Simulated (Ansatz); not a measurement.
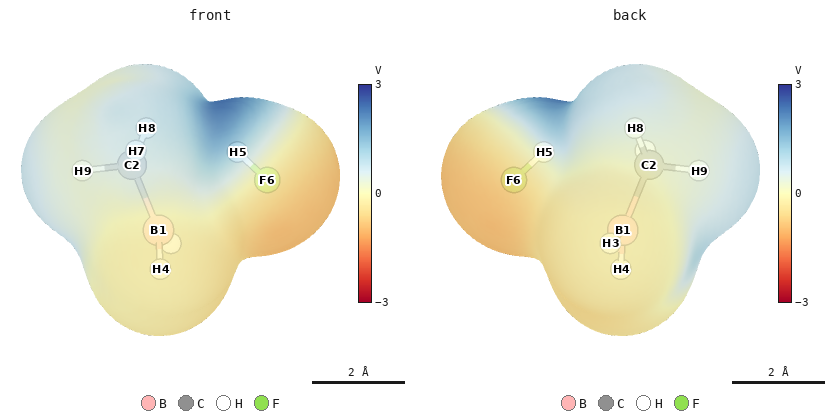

*CH₅B···HF. The electrostatic potential painted on the density surface at 0.001 e/bohr³, seen from the front and from behind; the colour scale runs from red (negative) to blue (positive).*

Not at a stationary point (largest force 0.9 eV/Å).

Computed with Ansatz 0.2.0, UKS PBE0-D4/def2-SVP.

```xyz
9

B    -0.7671   -0.4626   -0.4266
C     0.5969   -0.5496    0.3737
H    -1.8175   -0.4810    0.1711
H    -0.7696   -0.5176   -1.6341
H     0.3340    1.7879    0.0824
F    -0.3779    2.2103   -0.2932
H     1.4901   -0.2012   -0.1690
H     0.5709   -0.1421    1.3966
H     0.7401   -1.6440    0.4992
```

### Which sites attract a positive test charge, and which a negative one?

A positive charge is drawn to the negative regions and a negative charge to the positive ones. The most negative region (about −0.9 V, or −21 kcal/mol for a unit charge) lies over F6, the most positive (about +2.4 V, or +55 kcal/mol for a unit charge) over H5.
